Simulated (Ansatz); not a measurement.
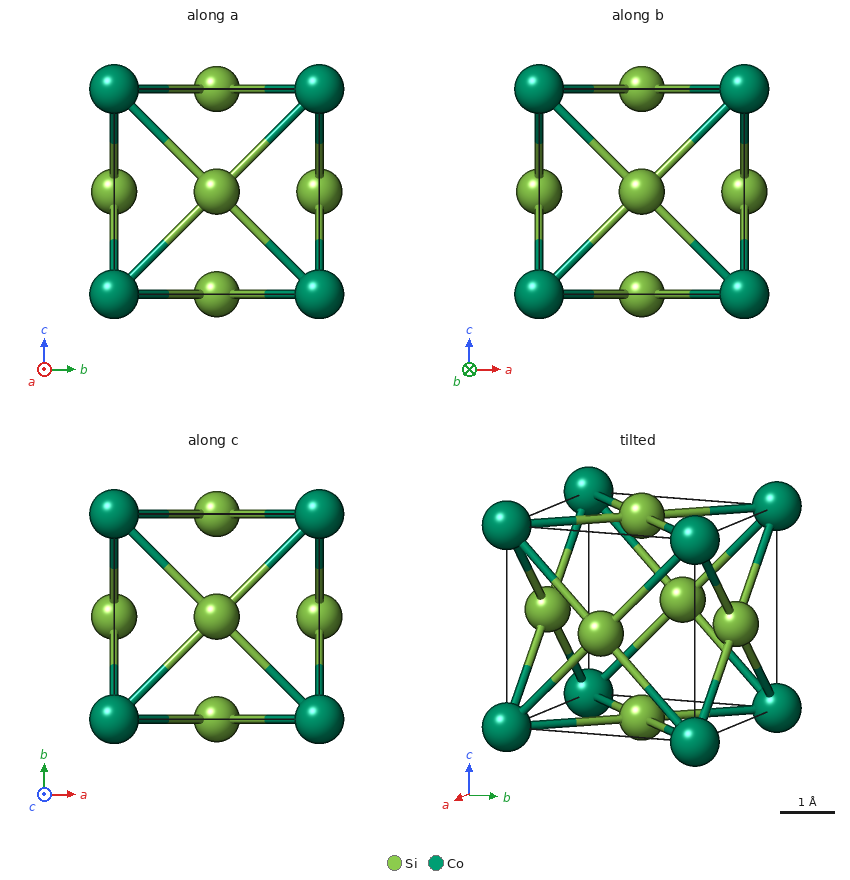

This ball-and-stick model is shown along the a axis, along the b axis, along the c axis and slightly off an axis. Lines trace the edges of the conventional unit cell.

Lattice parameters: a = 3.829 Å, b = 3.829 Å, c = 3.829 Å, α = 90.00°, β = 90.00°, γ = 90.00°.

Question: Reconstruct the structure as a table of Wyckoff sites.

Answer: Space group Pm-3m (No. 221).
| atom | site | x | y | z |
| --- | --- | --- | --- | --- |
| Si | 3c | 0.0000 | 0.5000 | 0.5000 |
| Co | 1a | 0.0000 | 0.0000 | 0.0000 |

Provenance: a structure type filled with these elements by a generator (whether the compound takes this form wasn't checked). Earlier steps of the study may have refined or changed the cell and positions. A calculation with Ansatz used it as input.

At this level of theory the cell isn't at rest (stretched, at -11 GPa), so its distances can differ from those at equilibrium, the more so the softer the solid.
